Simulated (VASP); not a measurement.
Energy against volume of SrO (rock salt). All values below come from optB88-vdW, VASP's PBE PAW potentials (set 64) (plane waves; VASP).

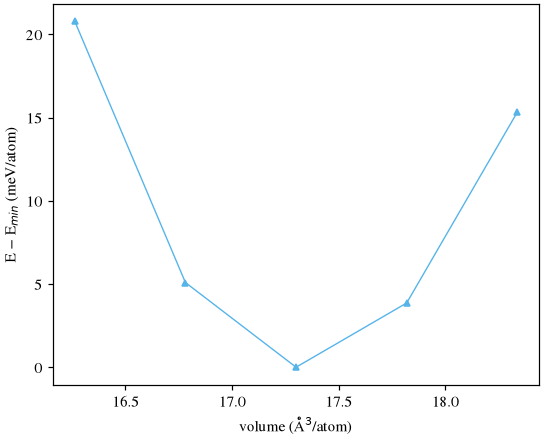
Energy against volume

Q: Estimate the equilibrium volume and the bulk modulus.

A: The minimum lies near 17.3 Å³/atom, and the curvature gives B0 of about 92 GPa.

Measured: bulk modulus 91.0 GPa at 300 K (computed value off by +0.6 %), a 5.160 Å at 300 K (computed value off by +0.3 %), as given by Juan A. Santana et al., The Journal of Chemical Physics (2016), arXiv:1608.06321. The calculation is for a static lattice, while the measured bulk modulus, a hold thermal and zero-point effects, which are part of the difference.

The compound is SrO in the rock salt structure. It was relaxed first.
